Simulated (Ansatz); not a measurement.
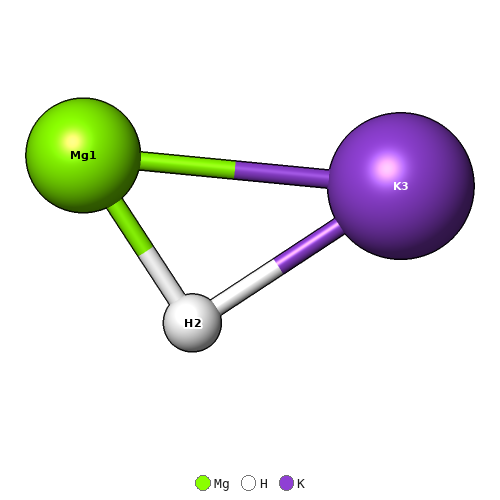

The system is Mg + HK; the picture shows the reference structure. First axis: distance Mg1–H2. Second axis: distance H2–K3. Nothing is relaxed (the angle Mg1–H2–K3 is fixed at 90 degrees). The scan uses an 11 × 11 grid. Energies: kJ/mol, counted from the lowest grid point. The restricted reference is unstable at some or all points, so the energies there are unreliable. Computed with RHF-CCSD(T), frozen core/def2-TZVPD (Ansatz).

Its coordinates:

```
atom    x (Å)   y (Å)   z (Å)
  Mg  -2.0260  0.0000  0.0000
   H   0.0000  0.0000  0.0000
   K   0.0000  2.5220  0.0000
```

Range: distance Mg1–H2 from 1.376 to 2.976 Å; distance H2–K3 from 1.872 to 3.472 Å.

### What landscape does the calculation give?

The lowest grid point is at distance Mg1–H2 = 2.026 Å, distance H2–K3 = 2.522 Å. No other kind of well shows on this grid. The highest grid point, distance Mg1–H2 = 1.376 Å, distance H2–K3 = 1.872 Å, lies 280 kJ/mol above the lowest. Round the minimum the valley is somewhat tilted: raising distance Mg1–H2 shifts the best value of distance H2–K3 downwards (coupling k₁₂/√(k₁₁k₂₂) about 0.3).

| distance H2–K3 ↓, distance Mg1–H2 → | 1.376 | 1.456 | 1.573 | 1.710 | 1.862 | 2.026 | 2.200 | 2.382 | 2.573 | 2.771 | 2.976 |
| --- | --- | --- | --- | --- | --- | --- | --- | --- | --- | --- | --- |
| 3.472 | 138 | 99 | 64 | 46 | 44 | 51 | 62 | 73 | 84 | 92 | 98 |
| 3.267 | 134 | 93 | 57 | 37 | 32 | 37 | 47 | 57 | 67 | 75 | 81 |
| 3.069 | 130 | 88 | 50 | 28 | 21 | 24 | 32 | 42 | 51 | 58 | 64 |
| 2.878 | 127 | 84 | 44 | 20 | 11 | 13 | 19 | 28 | 36 | 43 | 49 |
| 2.696 | 128 | 84 | 42 | 16 | 5 | 4 | 9 | 17 | 24 | 31 | 36 |
| 2.522 | 134 | 88 | 44 | 16 | 3 | 0 | 3 | 9 | 16 | 22 | 27 |
| 2.358 | 147 | 99 | 53 | 22 | 7 | 2 | 4 | 8 | 13 | 18 | 22 |
| 2.206 | 169 | 120 | 71 | 38 | 19 | 12 | 12 | 14 | 18 | 22 | 25 |
| 2.069 | 202 | 150 | 98 | 62 | 41 | 31 | 28 | 29 | 31 | 33 | 36 |
| 1.952 | 243 | 189 | 134 | 95 | 71 | 58 | 53 | 51 | 52 | 53 | 54 |
| 1.872 | 280 | 224 | 167 | 125 | 99 | 84 | 76 | 73 | 72 | 72 | 73 |

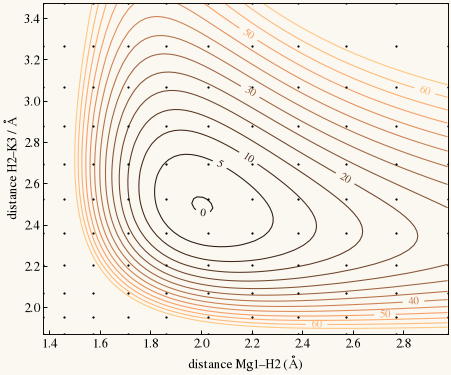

Drawn: contour lines labelled in kJ/mol (none above 65), dots at the grid points. Between grid points the surface is interpolated.

Time for the 121 points that were run: 35 min on 1 thread of Arm Neoverse V1 (shared host).
